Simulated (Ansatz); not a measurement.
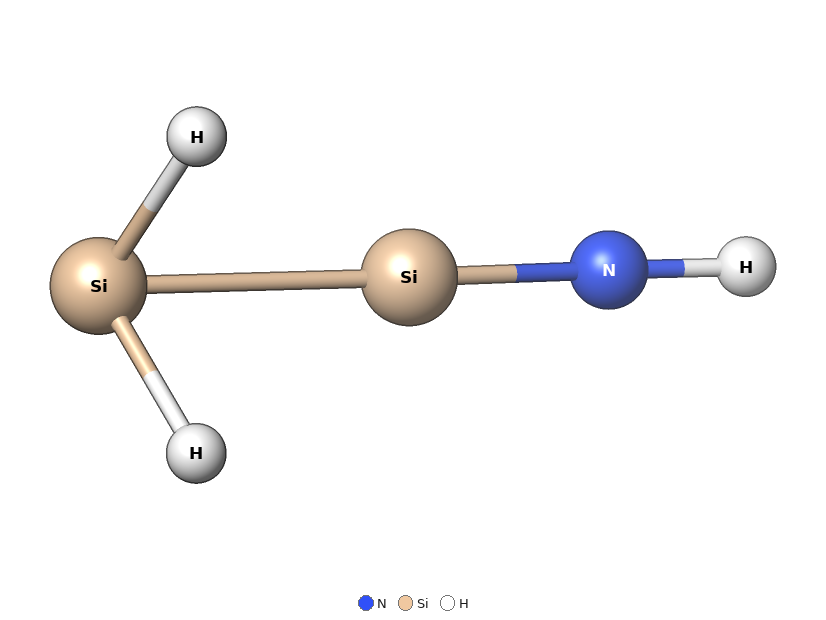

A ball-and-stick model of a molecule. Every bond is drawn as one stick, whatever its order.

The geometry was computed by an optimisation with PBE0-D4/def2-TZVP. No frequency run is at hand to confirm it as a minimum.

Description:

Formula H₃NSi₂. Coordination: 1 N linear; 1 Si linear; 1 Si trigonal pyramidal.

The parts below concern this one geometry. Atoms keep their numbers from picture to picture.

**Shape**

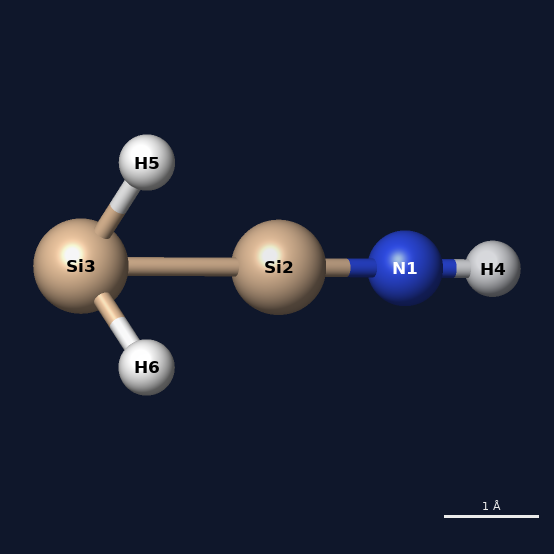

No frequency run is at hand to confirm it as a minimum.

Give the bond lengths.

```tsv
bond	length (Å)
N1–Si2	1.532
N1–H4	0.997
Si2–Si3	2.284
Si3–H5	1.536
Si3–H6	1.536
```

**Charges**

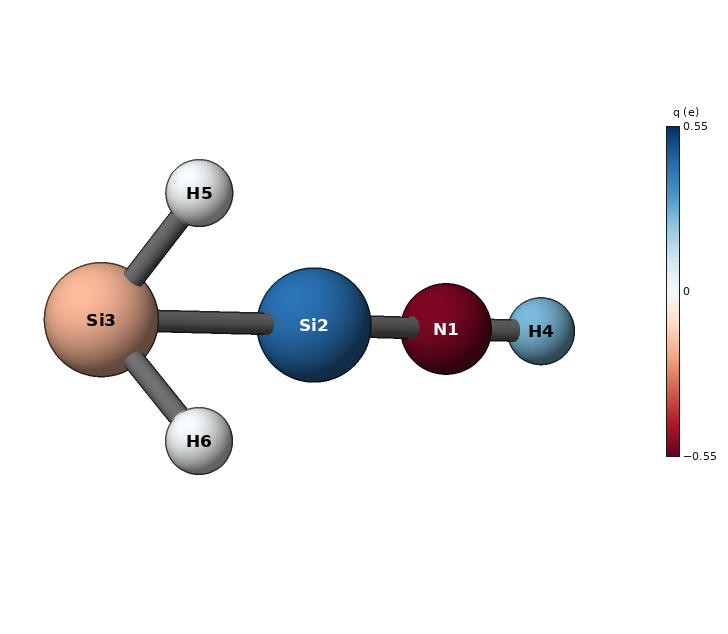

Atoms are coloured by their Mulliken charges. No frequency run is at hand to confirm it as a minimum. Level of theory: RKS PBE0-D4/def2-TZVP (Ansatz 0.2.0).

List the Mulliken charges.

```tsv
atom	value (e)
N1	−0.52
Si2	0.41
Si3	−0.19
H4	0.25
H5	0.02
H6	0.02
```

**Dipole moment**

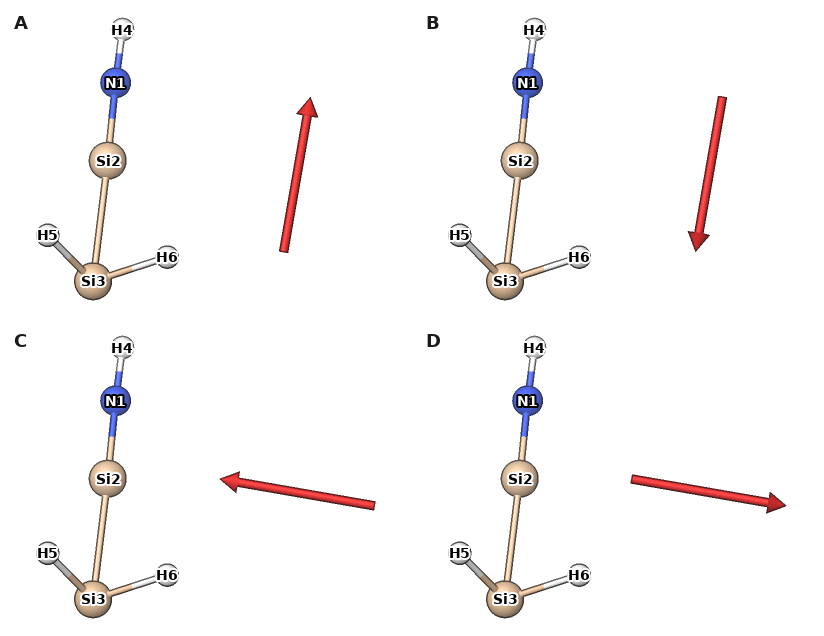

The same molecule four times, each with an arrow. No frequency run is at hand to confirm it as a minimum. Method: RKS PBE0-D4/def2-TZVP (Ansatz 0.2.0).

Which arrow points along the dipole moment, from the negative to the positive end?

Answer. A. The dipole moment is 0.91 D; it points from the side of Si3 to the side of H4 (the outermost atoms at the two ends).

**Electronic properties**

No frequency run is at hand to confirm it as a minimum. Method: RKS PBE0-D4/def2-TZVPP (Ansatz 0.2.0).

Computed properties:

- HOMO energy (Kohn–Sham orbital): −7.06 eV
- LUMO energy (Kohn–Sham orbital): −1.66 eV
- HOMO–LUMO gap: 5.40 eV

Mulliken values depend strongly on the basis set and can even reverse the polarity of a bond.
